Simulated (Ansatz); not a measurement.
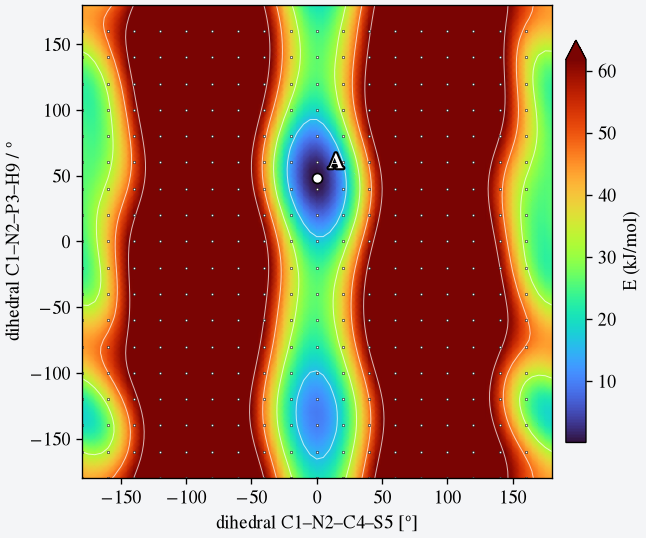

C2H6NPS, SMILES CN(P)C=S. First axis: dihedral C1–N2–C4–S5. Second axis: dihedral C1–N2–P3–H9. Nothing is relaxed (all other coordinates rigid). The grid has 18 × 18 points. Points are written as (first, second). Energies: kJ/mol, counted from the relaxed molecule at the same level. The calculation used Ansatz 0.2.0, RHF/def2-SVP.

Drawn: a smooth colour map with a few white contour lines, dots at the grid points, one colour for all values above the top of the scale, the well A. Between grid points the surface is interpolated.

Q: Estimate the position of the minimum and the force constants in these coordinates. Take the well at A.

A: The interpolated minimum is at dihedral C1–N2–C4–S5 ≈ 0°, dihedral C1–N2–P3–H9 ≈ 48°. The curvatures there are about 2.3 eV/rad² and 0.75 eV/rad², with a cross term of about 0.21 eV/rad². Round the minimum the valley is somewhat tilted: raising dihedral C1–N2–C4–S5 shifts the best value of dihedral C1–N2–P3–H9 downwards (coupling k₁₂/√(k₁₁k₂₂) about 0.2). (1 eV is 96.5 kJ/mol.)
